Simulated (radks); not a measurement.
**Valence configurations of Pd⁺**

Aim: which of several valence configurations of Pd⁺ lies lowest at this level, and whether it is the one NIST lists ([Kr] 4d9).

Method: scalar-relativistic Kohn-Sham, LDA (Slater exchange, Perdew-Wang correlation), spin-unpolarised, spherical densities, point nucleus. Code: radks (a radial shooting solver on a logarithmic mesh, Libxc functionals) version 1.

## Step 1: What is computed

* element: palladium (Z = 46)
* charge: +1
* electrons: 45
* configuration: [Kr] 4d9
* others tried: 4d8.5 5s0.5; 4d7 5s2; 4d8 5p1; 4d8 5s1; 4d7.5 5s1.5; 4d7 5p2; 4d8.5 5p0.5; 4d8 5s0.5 5p0.5; 4d7 5s0.5 5p1.5

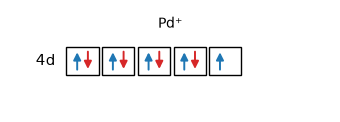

Occupation of the outer shells (arrows by Hund's rule).

In the logs a row gives level, spin channel, occupation and eigenvalue; Etot, Ekin, Encl (electron-nucleus), Eh (Hartree) and Exc are energies, all in hartree; err is the last residual, it the number of iterations.

## Step 2: [Kr] 4d9

The run's settings:

```text
Z 46
configuration [Kr] 4d9
relativity scalar-relativistic
functional lda,pw
spin unpolarised
nucleus point
c 137.035999084
```

The program printed:

```text
1s      1   2.0000        -887.39030149
2s      1   2.0000        -129.95060683
2p      1   6.0000        -116.62943302
3s      1   2.0000         -23.75413655
3p      1   6.0000         -19.37548366
3d      1  10.0000         -12.39816114
4s      1   2.0000          -3.55688654
4p      1   6.0000          -2.30170300
4d      1   9.0000          -0.54709510
Etot -5040.787990858227
Ekin 5227.184624031474
Encl -12167.181552003745
Eh 2037.9535390729952
Exc -138.74460195895122
err 4.349060745240548e-09
it 15
```

Highest occupied level: 4d at -14.887 eV.

Sizes of the orbitals, from the radial functions (bohr):

```
level  occupation  energy (eV)     <r>  outermost maximum (interpolated)  90 % within  nodes
   2s           2      -3536.1  0.1385                             0.117        0.214      1
   2p           6      -3173.6  0.1207                            0.0934        0.196      0
   3s           2      -646.38  0.3800                             0.342        0.560      2
   3p           6      -527.23  0.3792                             0.335        0.571      1
   3d          10      -337.37  0.3579                             0.282        0.568      0
   4s           2      -96.788  0.9444                             0.850         1.37      3
   4p           6      -62.633   1.040                             0.908         1.54      2
   4d           9      -14.887   1.463                              1.09         2.37      1
```

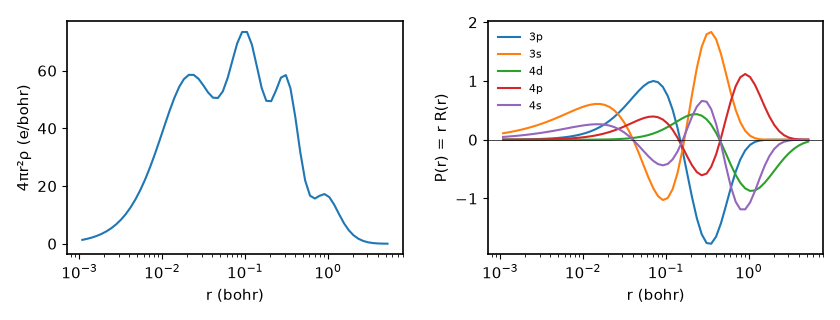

Radial density (left) and radial functions of outer levels (right).

## Step 3: [Kr] 4d8.5 5s0.5

The run's settings:

```text
Z 46
configuration [Kr] 4d8.5 5s0.5
relativity scalar-relativistic
functional lda,pw
spin unpolarised
nucleus point
c 137.035999084
```

The program printed:

```text
1s      1   2.0000        -887.46930961
2s      1   2.0000        -130.03399130
2p      1   6.0000        -116.71249956
3s      1   2.0000         -23.83605115
3p      1   6.0000         -19.45740511
3d      1  10.0000         -12.48049323
4s      1   2.0000          -3.63276193
4p      1   6.0000          -2.37462985
4d      1   8.5000          -0.60680001
5s      1   0.5000          -0.44510114
Etot -5040.715418873624
Ekin 5227.137852962453
Encl -12163.722663663102
Eh 2034.4957217961585
Exc -138.6263299691327
err 2.7370349750115523e-09
it 14
```

Energy against step 2 ([Kr] 4d9): +1.975 eV. The top filled level is 5s, -12.112 eV.

## Step 4: [Kr] 4d7 5s2

The run's settings:

```text
Z 46
configuration [Kr] 4d7 5s2
relativity scalar-relativistic
functional lda,pw
spin unpolarised
nucleus point
c 137.035999084
```

The program printed:

```text
1s      1   2.0000        -887.73169591
2s      1   2.0000        -130.31228365
2p      1   6.0000        -116.98971093
3s      1   2.0000         -24.10694395
3p      1   6.0000         -19.72832419
3d      1  10.0000         -12.75312554
4s      1   2.0000          -3.87708397
4p      1   6.0000          -2.60840792
4d      1   7.0000          -0.79870831
5s      1   2.0000          -0.52195095
Etot -5040.38933497421
Ekin 5226.902719524122
Encl -12152.307504230286
Eh 2023.2655074660952
Exc -138.2500577341416
err 7.865591096810267e-09
it 13
```

Energy against step 2 ([Kr] 4d9): +10.848 eV. Highest occupied level: 5s at -14.203 eV.

## Step 5: [Kr] 4d8 5p1

The run's settings:

```text
Z 46
configuration [Kr] 4d8 5p1
relativity scalar-relativistic
functional lda,pw
spin unpolarised
nucleus point
c 137.035999084
```

The program printed:

```text
1s      1   2.0000        -887.60639281
2s      1   2.0000        -130.17451396
2p      1   6.0000        -116.85264018
3s      1   2.0000         -23.97550155
3p      1   6.0000         -19.59683230
3d      1  10.0000         -12.62025796
4s      1   2.0000          -3.76555270
4p      1   6.0000          -2.50412940
4d      1   8.0000          -0.71974460
5p      1   1.0000          -0.30309740
Etot -5040.426094848375
Ekin 5226.856783408226
Encl -12157.35607224126
Eh 2028.5162311962667
Exc -138.44303721160748
err 2.5444485730048153e-09
it 15
```

E − E(step 2, [Kr] 4d9) = +9.848 eV. The top filled level is 5p, -8.248 eV.

## Step 6: [Kr] 4d8 5s1

The run's settings:

```text
Z 46
configuration [Kr] 4d8 5s1
relativity scalar-relativistic
functional lda,pw
spin unpolarised
nucleus point
c 137.035999084
```

The program printed:

```text
1s      1   2.0000        -887.55255995
2s      1   2.0000        -130.12206000
2p      1   6.0000        -116.80022930
3s      1   2.0000         -23.92218978
3p      1   6.0000         -19.54355150
3d      1  10.0000         -12.56712523
4s      1   2.0000          -3.71153816
4p      1   6.0000          -2.45017669
4d      1   8.0000          -0.66871348
5s      1   1.0000          -0.47119913
Etot -5040.625717295039
Ekin 5227.076066959735
Encl -12160.088663816396
Eh 2030.8913267681132
Exc -138.50444720649108
err 2.538567885692624e-09
it 14
```

Energy against step 2 ([Kr] 4d9): +4.416 eV. The top filled level is 5s, -12.822 eV.

## Step 7: [Kr] 4d7.5 5s1.5

The run's settings:

```text
Z 46
configuration [Kr] 4d7.5 5s1.5
relativity scalar-relativistic
functional lda,pw
spin unpolarised
nucleus point
c 137.035999084
```

The program printed:

```text
1s      1   2.0000        -887.64006144
2s      1   2.0000        -130.21485881
2p      1   6.0000        -116.89266752
3s      1   2.0000         -24.01253794
3p      1   6.0000         -19.63390839
3d      1  10.0000         -12.65805126
4s      1   2.0000          -3.79306167
4p      1   6.0000          -2.52818304
4d      1   7.5000          -0.73273891
5s      1   1.5000          -0.49675943
Etot -5040.517434183776
Ekin 5226.998061127464
Encl -12156.281384179056
Eh 2027.1447996408365
Exc -138.37891077302078
err 2.70951294201136e-09
it 14
```

Energy against step 2 ([Kr] 4d9): +7.362 eV. 5s is the highest filled level (-13.518 eV).

## Step 8: [Kr] 4d7 5p2

The run's settings:

```text
Z 46
configuration [Kr] 4d7 5p2
relativity scalar-relativistic
functional lda,pw
spin unpolarised
nucleus point
c 137.035999084
```

The program printed:

```text
1s      1   2.0000        -887.83420802
2s      1   2.0000        -130.41280310
2p      1   6.0000        -117.09004132
3s      1   2.0000         -24.20889460
3p      1   6.0000         -19.83020327
3d      1  10.0000         -12.85479179
4s      1   2.0000          -3.97899583
4p      1   6.0000          -2.70978887
4d      1   7.0000          -0.89420924
5p      1   2.0000          -0.35719846
Etot -5039.949980214273
Ekin 5226.419469535067
Encl -12147.034899742313
Eh 2018.7989941155329
Exc -138.1335441225596
err 3.944601711241634e-09
it 13
```

E − E(step 2, [Kr] 4d9) = +22.803 eV. The top filled level is 5p, -9.720 eV.

## Step 9: [Kr] 4d8.5 5p0.5

The run's settings:

```text
Z 46
configuration [Kr] 4d8.5 5p0.5
relativity scalar-relativistic
functional lda,pw
spin unpolarised
nucleus point
c 137.035999084
```

The program printed:

```text
1s      1   2.0000        -887.49694768
2s      1   2.0000        -130.06084522
2p      1   6.0000        -116.73934423
3s      1   2.0000         -23.86336972
3p      1   6.0000         -19.48470929
3d      1  10.0000         -12.50771306
4s      1   2.0000          -3.66061393
4p      1   6.0000          -2.40250911
4d      1   8.5000          -0.63324528
5p      1   0.5000          -0.27250900
Etot -5040.62028216267
Ekin 5227.0334692878205
Encl -12162.328013140424
Eh 2033.2686061921381
Exc -138.59434450220397
err 5.781756196174559e-09
it 15
```

E − E(step 2, [Kr] 4d9) = +4.564 eV. 5p is the highest filled level (-7.415 eV).

## Step 10: [Kr] 4d8 5s0.5 5p0.5

The run's settings:

```text
Z 46
configuration [Kr] 4d8 5s0.5 5p0.5
relativity scalar-relativistic
functional lda,pw
spin unpolarised
nucleus point
c 137.035999084
```

The program printed:

```text
1s      1   2.0000        -887.57983946
2s      1   2.0000        -130.14864283
2p      1   6.0000        -116.82679277
3s      1   2.0000         -23.94919735
3p      1   6.0000         -19.57054390
3d      1  10.0000         -12.59404339
4s      1   2.0000          -3.73890346
4p      1   6.0000          -2.47751598
4d      1   8.0000          -0.69459923
5s      1   0.5000          -0.48875155
5p      1   0.5000          -0.28923118
Etot -5040.526505195429
Ekin 5226.967305384018
Encl -12158.707645085437
Eh 2029.6864079558388
Exc -138.47257344984945
err 6.178898652750009e-09
it 14
```

Energy against step 2 ([Kr] 4d9): +7.115 eV. Highest occupied level: 5p at -7.870 eV.

## Step 11: [Kr] 4d7 5s0.5 5p1.5

The run's settings:

```text
Z 46
configuration [Kr] 4d7 5s0.5 5p1.5
relativity scalar-relativistic
functional lda,pw
spin unpolarised
nucleus point
c 137.035999084
```

The program printed:

```text
1s      1   2.0000        -887.80955923
2s      1   2.0000        -130.38862088
2p      1   6.0000        -117.06591459
3s      1   2.0000         -24.18433922
3p      1   6.0000         -19.80566691
3d      1  10.0000         -12.83030762
4s      1   2.0000          -3.95446910
4p      1   6.0000          -2.68540855
4d      1   7.0000          -0.87131078
5s      1   0.5000          -0.56840050
5p      1   1.5000          -0.34588830
Etot -5040.061958086638
Ekin 5226.54320916904
Encl -12148.314786544617
Eh 2019.8698539652426
Exc -138.16023467630333
err 6.606454499871743e-09
it 13
```

E − E(step 2, [Kr] 4d9) = +19.756 eV. 5p is the highest filled level (-9.412 eV).

## Step 12: What came out

```
        valence  E − E(NIST configuration) (eV)  highest level  its energy (eV)  1s shift (eV)
            4d9                           0.000             4d          -14.887          +0.00
    4d8.5 5s0.5                           1.975             5s          -12.112          -2.15
        4d8 5s1                           4.416             5s          -12.822          -4.42
    4d8.5 5p0.5                           4.564             5p           -7.415          -2.90
4d8 5s0.5 5p0.5                           7.115             5p           -7.870          -5.16
    4d7.5 5s1.5                           7.362             5s          -13.518          -6.80
        4d8 5p1                           9.848             5p           -8.248          -5.88
        4d7 5s2                          10.848             5s          -14.203          -9.29
4d7 5s0.5 5p1.5                          19.756             5p           -9.412         -11.41
        4d7 5p2                          22.803             5p           -9.720         -12.08
```

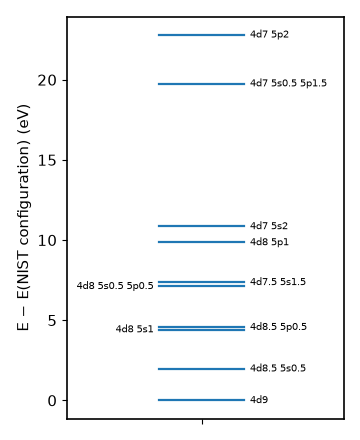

Energies of the configurations.

What this shows: The NIST configuration is the lowest of those tried, 1.975 eV under 4d8.5 5s0.5. The energies are those of spherical spin-averaged densities, not of single terms. The 1s eigenvalue shifts by up to 12.08 eV as the valence charge is rearranged.
